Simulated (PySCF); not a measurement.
## Electronic structure of C₅H₅F₃O (SMILES FC(F)(F)[C@H]1C=COC1) in real space

Input file:

```
{"job": {"kind": "nmr", "xc": "PBE0", "basis": "pcSseg-1"}, "charge": 0, "multiplicity": 1}
F      0.843873     1.223582    -1.487099
C      1.409411     0.672925    -0.406467
F      2.428556    -0.082218    -0.854655
F      1.958242     1.672455     0.296834
C      0.427856    -0.141740     0.428059
C     -0.760367     0.689576     0.843033
C     -1.850199     0.162090     0.300289
O     -1.645860    -0.955420    -0.431711
C     -0.252324    -1.249474    -0.405793
H      0.996289    -0.532664     1.277646
H     -0.681219     1.567161     1.449527
H     -2.873189     0.483963     0.364772
H     -0.116704    -2.238557     0.039542
H      0.114957    -1.272149    -1.436145
```

Run with:

```sh
OMP_NUM_THREADS=1 python probes_run.py task.json out
```

Geometry: GFN2-xTB.

The calculation used PBE0/pcSseg-1, SCF density, gas phase, non-relativistic in PySCF.

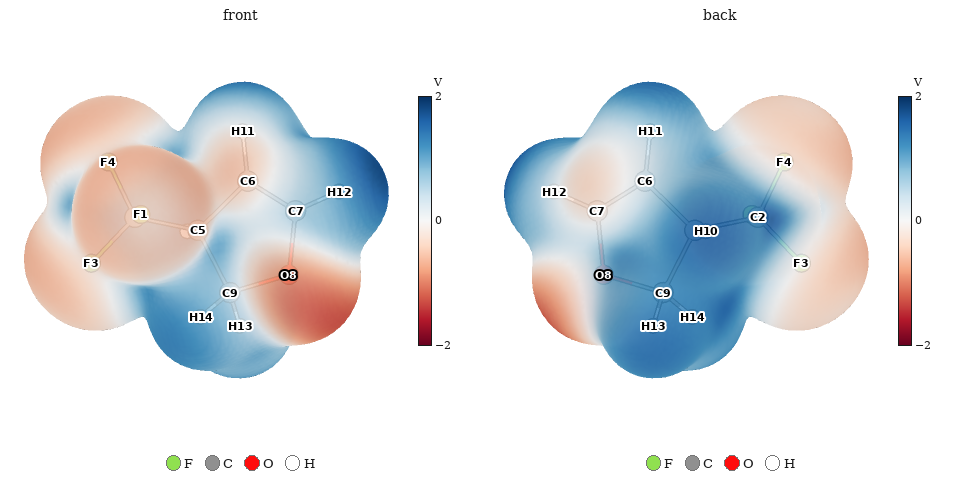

Figure 1. The electrostatic potential painted on the density surface at 0.004 e/bohr³, seen from the front and from behind; red is negative and blue positive.

> Which sites attract a positive test charge, and which a negative one?

A positive charge is drawn to the negative regions and a negative charge to the positive ones. The most negative region (about −1.3 V) lies over O8, the most positive (about +1.7 V) over H12. O8 is the likeliest acceptor of a hydrogen bond.

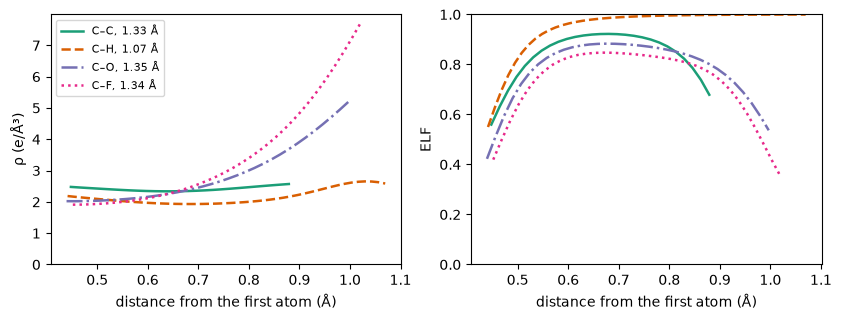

Figure 2. Electron density and electron localisation function along straight lines between neighbouring atoms. The curves leave out the atomic cores.

> What can be read from the curves?

C–C (1.33 Å): ρ is about 2.3 e/Å³ halfway; the ELF peaks at about 0.90 between the atoms: a multiple bond.
C–H (1.07 Å): ρ is about 2 e/Å³ halfway; the ELF climbs to about 1 towards the hydrogen, as it does in any bond to H: an ordinary covalent bond to hydrogen.
C–O (1.35 Å): the density is about 2.4 e/Å³ at the midpoint, with its minimum of 2 e/Å³ about 0.5 Å from C; the ELF peaks at about 0.90 between the atoms: a shared but strongly polarised pair.
C–F (1.34 Å): ρ is about 2.4 e/Å³ halfway; the ELF peaks at about 0.85 between the atoms; a shared but strongly polarised pair.
